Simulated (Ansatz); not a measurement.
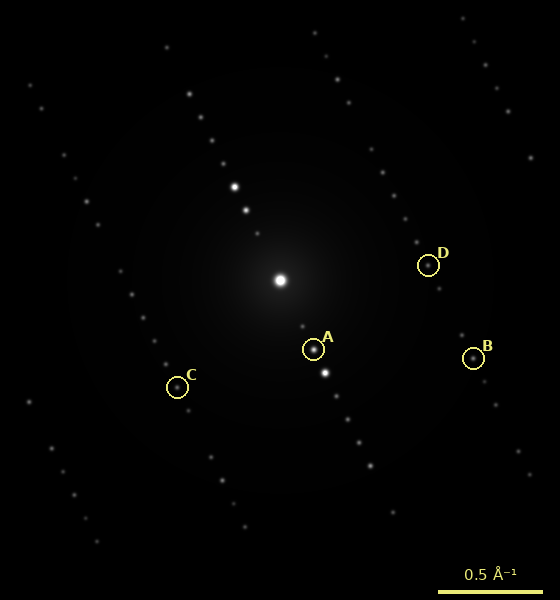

Simulated selected-area electron diffraction pattern (120 kV, kinematic approximation, thin crystal, B = 1 Å² for all atoms). The zone axis points towards the electron source and the pattern is seen from the source side.

Rh4Se3O4, space group Amm2 (No. 38), a = 8.024 Å, b = 3.408 Å, c = 12.186 Å. Structure: the end point of a relaxation with DFT, PAW plane waves, pbe in Ansatz 0.2.0; the starting structure was generated, so it need not be a known form of this composition.

```cif
data_structure
_symmetry_space_group_name_H-M 'Amm2'
_symmetry_Int_Tables_number 38
_cell_length_a 8.0242
_cell_length_b 3.4078
_cell_length_c 12.1858
_cell_angle_alpha 90.000
_cell_angle_beta 90.000
_cell_angle_gamma 90.000
_cell_volume 333.22
loop_
_atom_site_label
_atom_site_type_symbol
_atom_site_symmetry_multiplicity
_atom_site_Wyckoff_symbol
_atom_site_fract_x
_atom_site_fract_y
_atom_site_fract_z
_atom_site_occupancy
Rh1 Rh 2 a 0.00000 0.00000 0.02840 1
Rh2 Rh 2 b 0.50000 0.00000 0.02173 1
Rh3 Rh 4 c 0.25889 0.50000 0.17411 1
Se1 Se 4 c 0.30764 0.00000 0.30710 1
Se2 Se 2 a 0.00000 0.00000 0.39625 1
O1 O 4 c 0.24777 0.00000 0.06057 1
O2 O 2 a 0.00000 0.50000 0.15165 1
O3 O 2 b 0.50000 0.50000 0.11496 1
```

Spot A is indexed -3 0 0 and spot B -6 -2 4.

Question: Give hkl for C, D.

Answer: C = (8/3)A − B = -2 2 -4 (d = 1.394 Å). D = −(4/3)A + B = -2 -2 4 (d = 1.394 Å).

Question: Give [uvw].

Answer: The cross product of A and B is parallel to [021]; every spot obeys hu + kv + lw = 0.
